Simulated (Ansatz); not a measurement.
## YCrB4 (Pbam): spin-orbit coupling beyond the local functionals

Wanted: gaps of YCrB4 (Pbam) with and without spin-orbit coupling, with cost.

Main program and level: Ansatz 0.2.0; density functionals with and without spin-orbit coupling, plane waves, PAW.

**What was measured.**

- Gap 200 meV: band gap from B K-edge XAS/XES; X-ray absorption and emission spectroscopy; 300 K; bulk crystal (arc-melted crystal) (“Electronic topological transition of 2D boron by the ion exchange reaction”, 2022, arxiv:2205.05259).

### 1. The structure

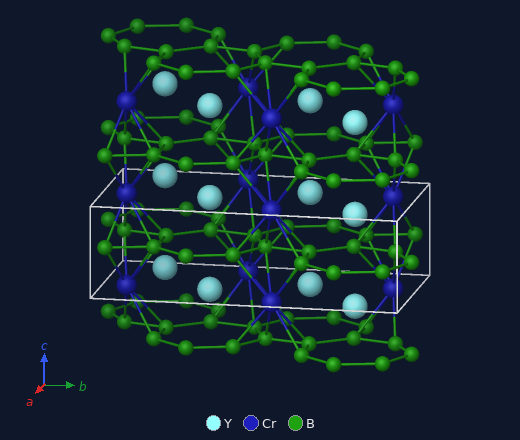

The starting structure, seen slightly off an axis (yttrium light teal, chromium blue, boron green). 1×1×2 cells are drawn. Some periodic images of atoms are drawn too.

Geometry: measured cell, ions relaxed with LDA. The runs that relaxed it are not among those shown. The default PAW set here is soft_2. Its files were made with PBE.

### 2. HSE06, 2×2×4 mesh

This step: DFT, HSE06, plane waves, PAW.

Contents of input.yaml:

```yaml
crystal:
  lattice:
    - [5.972, 0.0, 0.0]
    - [0.0, 11.46, 0.0]
    - [0.0, 0.0, 3.461]
  atoms:
    - { symbol: "Y", position: [0.1241200582, 0.1503666462, 0.0] }
    - { symbol: "Y", position: [0.8758799418, 0.8496333538, 0.0] }
    - { symbol: "Y", position: [0.6241200582, 0.3496333538, 0.0] }
    - { symbol: "Y", position: [0.3758799418, 0.6503666462, 0.0] }
    - { symbol: Cr, position: [0.1201299701, 0.4217788391, 0.0] }
    - { symbol: Cr, position: [0.8798700299, 0.5782211609, 0.0] }
    - { symbol: Cr, position: [0.6201299701, 0.0782211609, 0.0] }
    - { symbol: Cr, position: [0.3798700299, 0.9217788391, 0.0] }
    - { symbol: B, position: [0.2788787008, 0.3166664432, 0.5] }
    - { symbol: B, position: [0.7211212992, 0.6833335568, 0.5] }
    - { symbol: B, position: [0.7788787008, 0.1833335568, 0.5] }
    - { symbol: B, position: [0.2211212992, 0.8166664432, 0.5] }
    - { symbol: B, position: [0.4755978654, 0.19122572, 0.5] }
    - { symbol: B, position: [0.5244021346, 0.80877428, 0.5] }
    - { symbol: B, position: [0.9755978654, 0.30877428, 0.5] }
    - { symbol: B, position: [0.0244021346, 0.69122572, 0.5] }
    - { symbol: B, position: [0.3876900757, 0.0465439879, 0.5] }
    - { symbol: B, position: [0.6123099243, 0.9534560121, 0.5] }
    - { symbol: B, position: [0.8876900757, 0.4534560121, 0.5] }
    - { symbol: B, position: [0.1123099243, 0.5465439879, 0.5] }
    - { symbol: B, position: [0.3611603249, 0.4674623973, 0.5] }
    - { symbol: B, position: [0.6388396751, 0.5325376027, 0.5] }
    - { symbol: B, position: [0.8611603249, 0.0325376027, 0.5] }
    - { symbol: B, position: [0.1388396751, 0.9674623973, 0.5] }
kpoints:
  mp_grid: { grid: [2, 2, 4] }
  band_path:
    path:
      - [0.0, 0.0, 0.0]
      - [0.5, 0.0, 0.0]
      - [0.5, 0.5, 0.0]
      - [0.0, 0.5, 0.0]
      - [0.0, 0.0, 0.5]
      - [0.5, 0.0, 0.5]
      - [0.5, 0.5, 0.5]
      - [0.0, 0.5, 0.5]
      - [0.25, 0.0, 0.0]
      - [0.0, 0.0, 0.3333333333]
    npoints: 1
hamiltonian:
  xc: hse06
scf:
  occupations: { method: fixed }
  n_extra_bands: 12
output:
  eigenvalues: true
```

Launch:

```bash
$ ansatz run input.yaml --threads 24 --pin off --max-ram 82944MiB --backend cuda --events-out ev --progress --plain --runs-dir out --devices 1 --max-vram 78GiB
```

Numbers of over 12 decimals in the logs are rounded to 6 here.

The program printed:

```text
scf.n_extra_bands = 12 over 74 filled bands (N_el = 148.0): the run solves 86 bands
GPUs: using 1 of 1 available (devices: 1).
Engine: ansatz 0.2.0, aarch64-unknown-linux-gnu
Pseudopotentials: kind: paw
Pseudopotential: Y, paw, valence charge 11, recommended cutoff 420 eV (normal), Y.paw.azcp
Pseudopotential: Cr, paw, valence charge 14, recommended cutoff 420 eV (normal), Cr.paw.azcp
Pseudopotential: B, paw, valence charge 3, recommended cutoff 420 eV (normal), B.paw.azcp
Functional definition: HSE06
  parameter a = 0.25
  parameter omega = 0.11/bohr
  exchange = pbe_x - a*pbe_x_sr(omega) + a*exact_x_sr(omega)
  correlation = pbe_c
davidson cushion auto → on  (no smearing: the cushion is to keep the highest requested band from converging to the state above it; pin scf.eigensolver.cushion to override)
[...]
Crystal: 24 atoms, lattice volume = 236.868 Å³
Basis set: ecut = 420 eV, 4603 PW (Γ)
Bands: 86, of which v1, the nominal top of the filled ones, is band 74 counted from 1 (73 counted from 0)
Symmetry: 8 space group operations
Space group: Pbam (ITA 55), of the structure as read, at distance tolerance 6.2e-5 Å
k-points: 12 of 16
Non-local potential: Y, projectors of the file, l = 0: 3, l = 1: 2, l = 2: 2, l = 3: 1
Non-local potential: Cr, projectors of the file, l = 0: 3, l = 1: 2, l = 2: 3, l = 3: 1
Non-local potential: B, projectors of the file, l = 0: 2, l = 1: 2, l = 2: 1
PAW form: soft (Blöchl's): semilocal exchange-correlation on the pseudo side does not see the compensation charge
PAW frozen core: Y, regenerated for the run's functional, and the local potential with it (the file was generated under x = pbe(κ = 0.804, μ = 0.219515), c = pbe(β = 0.066725))
PAW frozen core: Cr, regenerated for the run's functional, and the local potential with it (the file was generated under x = pbe(κ = 0.804, μ = 0.219515), c = pbe(β = 0.066725))
PAW frozen core: B, regenerated for the run's functional, and the local potential with it (the file was generated under x = pbe(κ = 0.804, μ = 0.219515), c = pbe(β = 0.066725))
PAW one-centre angular grid: Y, 590 points (default); XC on 64 Gauss nodes
PAW one-centre angular grid: Cr, 590 points (default); XC on 64 Gauss nodes
PAW one-centre angular grid: B, 110 points (default); XC on 64 Gauss nodes
Initial density: superposition of atomic densities (neutral atoms: chi_scale 0, normalization atom), corrected by the library's trained network
Initial wavefunctions: pseudopotential atomic-orbital guess
[...]
Functional: x = pbe(κ = 0.804, μ = 0.219515), c = pbe(β = 0.066725), warm-up for x = pbe(κ = 0.804, μ = 0.219515) + 0.25 (exact − pbe) at short range (hse, ω = 0.207870 Å⁻¹), c = pbe(β = 0.066725); HSE06 as pw.x's `hse` composes it (authors' and Libxc's form: `xc: wpbeh`)
[...]
hybrid outer 1: dexx = +2.830e-1 eV, tail = 6.92e-4 eV
[...]
SCF 3 converged in 6 iterations: F = -31420.383903 eV  dr2 = 5.23e-8
hybrid outer 2: dexx = +2.833e-5 eV, tail = 6.77e-7 eV, Δε = 6.26e-3 eV (about 2.61e-4 eV left of the loop's levels)
[...]
NSCF: frozen V_eff on 10 k-points
hybrid SCF converged: 2 outer / 15 inner (+7 warm-up), last move |dexx| = 2.83e-5 eV, tail = 6.77e-7 eV
Stability not checked: this state was not tested for a lower state beside it, because the functional holds exact exchange (a hybrid, or Hartree-Fock), whose exchange loop this test does not read (fock_operator; see scf.lower_state_search)
Free energy (F): -31420.383902 eV
Frozen-core exchange: fock
Harris-Foulkes:  -31420.383902 eV  (|F-HF|=4.22e-8)
Internal energy: -31420.383902 eV  (E = F + TS)
E sigma→0 (E₀):  -31420.383902 eV
Fermi energy:    13.327729 eV
--- Per-component energies (eV) ---
  E_band       = -1081.475141
  E_kinetic    = 3390.278467
  E_local      = -9383.444013  (includes V_loc(G=0)·N_el)
  E_nonlocal   = 677.020194
  E_hartree    = 3923.476174
  E_xc         = -1437.253819
  E_vxc        = -1711.728260  (∫ρ·V_xc dr)
  E_exx        = -410.078232  (= α·E_x^exact, valence–valence)
  E_paw        = -17275.812056  (= ΣΔE_a)
  E_vpaw       = -1080.399539  (= ΣTr[D̂ρ^β])
  E_aug_tail   = 0.001460  (compensation charges beyond the density's cutoff)
  E_ewald      = -10902.083883
  E_core_change = -2.488194  (= ΣΔE_core)
  E_smearing   = -0.000000  (= −TS)
  E_closure    = -0.000000  (closes the sum)
  Σ components = -31420.383902   (vs F -31420.383902, Δ=0.00e0)
--- Band table (eV; the first three rows and the last of 12) ---
  k-point 0: bands = ["-63.3542", "-63.3542", "-63.2489", "-63.2489", "-33.4408", "-33.4408", "-33.1817", "-33.1815", "-33.0829", "-33.0826", "-32.8215", "-32.8190", "-32.7837", "-32.7834", "-32.7242", "-32.7237", "-31.0453", "-31.0333", "-31.0273", "-31.0191", "-10.0470", "-10.0361", "-10.0272", "-9.9592", "-9.9320", "-9.8315", "-9.8014", "-9.7933", "-9.7000", "-9.6804", "-9.6619", "-9.6419", "-0.7934", "-0.1689", " [...]
  k-point 1: bands = ["-63.3535", "-63.3535", "-63.2480", "-63.2480", "-33.4403", "-33.4400", "-33.1978", "-33.1977", "-33.1012", "-33.1010", "-32.8212", "-32.8192", "-32.7828", "-32.7825", "-32.7228", "-32.7223", "-31.0226", "-31.0109", "-31.0050", "-30.9970", "-10.0502", "-10.0186", "-9.9933", "-9.9785", "-9.9672", "-9.9637", "-9.9518", "-9.8912", "-9.8699", "-9.7797", "-9.7531", "-9.7451", "-0.0381", "0.3577", "1. [...]
  k-point 2: bands = ["-63.3528", "-63.3528", "-63.2472", "-63.2471", "-33.4398", "-33.4393", "-33.2140", "-33.2138", "-33.1195", "-33.1194", "-32.8210", "-32.8195", "-32.7818", "-32.7816", "-32.7212", "-32.7206", "-30.9996", "-30.9882", "-30.9825", "-30.9747", "-10.3718", "-10.3290", "-10.2901", "-10.2474", "-9.9086", "-9.9006", "-9.8927", "-9.8305", "-9.8089", "-9.7272", "-9.7048", "-9.6963", "0.9601", "0.9933", "2 [...]
  k-point 11: bands = ["-63.3529", "-63.3529", "-63.2472", "-63.2472", "-33.4403", "-33.4403", "-33.2139", "-33.2139", "-33.1193", "-33.1193", "-32.8209", "-32.8209", "-32.7825", "-32.7825", "-32.7215", "-32.7215", "-30.9877", "-30.9877", "-30.9820", "-30.9820", "-10.3297", "-10.3297", "-10.2883", "-10.2883", "-9.9267", "-9.9267", "-9.8784", "-9.8784", "-9.7573", "-9.7573", "-9.6846", "-9.6846", "0.9998", "0.9998", " [...]
```

It took 17 s on 1 × NVIDIA GB200 (shared by 2 runs) with 24 threads of Arm Neoverse V2, shared host; peak memory 2.2 GiB; 2.9 min of CPU time.

The column dr2 measures how far the density is from self-consistency, as an energy; F and HF (Harris–Foulkes) agree once it is small.

Numbers from this step:

| Property | Result |
| --- | --- |
| gap | 0.5810 eV |
| valence top at | k = (0.250, 0.000, 0.000) |
| conduction bottom at | k = (0.000, 0.000, 0.333) |
| least direct gap | 0.7514 eV |
| exact-exchange fraction | 0.25 |

The gap is indirect, with the least direct gap 0.17 eV higher.

### 3. HSE06+SOC, 2×2×4 mesh

Spin-orbit coupling can split or shift the edges; a non-collinear run measures by how much.

This step: DFT, HSE06 with spin-orbit coupling, plane waves, PAW.

input.yaml: that of step 2 with these lines changed.

```diff
@@ -48,4 +48,7 @@
 scf:
-  occupations: { method: fixed }
-  n_extra_bands: 12
+  occupations: { method: fermi_dirac, width: 0.02 }
+  n_extra_bands: 24
+magnetization:
+  noncollinear: true
+  spin_orbit: true
 output:
```

The program printed:

```text
[...]
GPUs: using 1 of 1 available (devices: 1).
[...]
non-collinear run that drives no moment, with spin-orbit: no starting moment large enough to seed its density (crystal.atoms[].spin), no starting occupations that ask for one, no magnetisation constraint and no magnetic field, so the semilocal B_xc is pinned to zero
[...]
Crystal: 24 atoms, lattice volume = 236.868 Å³
Basis set: ecut = 420 eV, 4603 PW (Γ)
Bands: 172, of which v1, the nominal top of the filled ones, is band 148 counted from 1 (147 counted from 0)
Symmetry: 8 space group operations + 8 with time reversal
[...]
k-points: 12 of 16
Projection manifold: j_resolved (fully-relativistic pseudo-atomic orbitals)
[...]
SCF iter   1: F=—  HF=-31454.414843 eV  |F-HF|=—  |Δ(HF+E_count)|=         —  Δρ=2.67e-1  dr2=2.51e2  dr2_m=0.00e0 (ungated)  ethr=1.00e-1  |M|=0.00e0 ∫|m|=0.00e0 μB  |m|>n=0.0e0 m-floor=0.0e0 τ_xc=0.0e0  β_m=0.30  ⟨swp⟩=3.0  Hψ=9129  notcnv=0
[...]
SCF iter   2: F=—  HF=-31517.010535 eV  |F-HF|=—  |Δ(HF+E_count)|=    6.26e1  Δρ=5.65e-1  dr2=1.15e3  dr2_m=0.00e0 (ungated)  ethr=1.00e-1  |M|=0.00e0 ∫|m|=0.00e0 μB  |m|>n=0.0e0 m-floor=0.0e0 τ_xc=0.0e0  β_m=0.19  ⟨swp⟩=4.8  Hψ=6781  notcnv=0  recentre
[...]
spin=Noncollinear: Kerker preconditioning applied to the charge; magnetization (m_x, m_y, m_z) channels mix plain (no charge-response kernel on spin).
[...]
hybrid outer 1: dexx = +2.876e-1 eV, tail = 9.60e-4 eV
[...]
SCF 3 converged in 8 iterations: F = -31416.181992 eV  dr2 = 2.05e-8
[...]
```

Wall time 56 s (1 × NVIDIA GB200 (shared by 2 runs) with 24 threads); peak memory 5.8 GiB.

This step gave:

- gap: 0.5790 eV
- valence top at: k = (0.250, 0.000, 0.000)
- conduction bottom at: k = (0.000, 0.000, 0.333)
- least direct gap: 0.7552 eV
- exact-exchange fraction: 0.25

The gap is that of HSE06.

### 4. Together

Times are wall times on 1 × NVIDIA GB200 (shared by 2 runs) with 24 threads of Arm Neoverse V2, shared host, good to a factor of about two.

| level | gap (eV) | with coupling (eV) | change (eV) | time | with coupling |
| --- | --- | --- | --- | --- | --- |
| HSE06 | 0.58 | 0.58 | −0.002 | 17 s | 56 s |

### 5. What came out

```json
{
 "HSE06": "0.58 eV",
 "HSE06+SOC": "0.58 eV"
}
```

**Reading.** Spin-orbit coupling changes the gap by −0.002 eV and the least direct gap by +0.004 eV. Against experiment, by HSE06+SOC: the gap of 0.58 eV lies +0.38 eV from the measured 200 meV (electronic, 300 K, 2022). The lattice is static and excitons are left out. The runs have no spin polarisation. For a closed low-spin shell that is the natural state; where a d or f shell is open it is a constraint, and the gap is then not the crystal's own.

[Paths, hosts, dates, memory and timing lines, banners, echoed tables and standing remarks are left out of the program output.]

[Logs are printed without paths, hosts, clocks, repeated set-up lines and the standing remarks that a program may print on its own settings, such as how far it seeks lower states.]

[Runs of the session that timed out or met a known fault of the program may be left out.]

[Cells called generated may have been cut or substituted from an entry of the Crystallography Open Database or the Materials Project.]

[Hosts, paths, dates, database ids (printed as entryN), source tags and the programs' standing remarks are cut or masked in the printed files.]
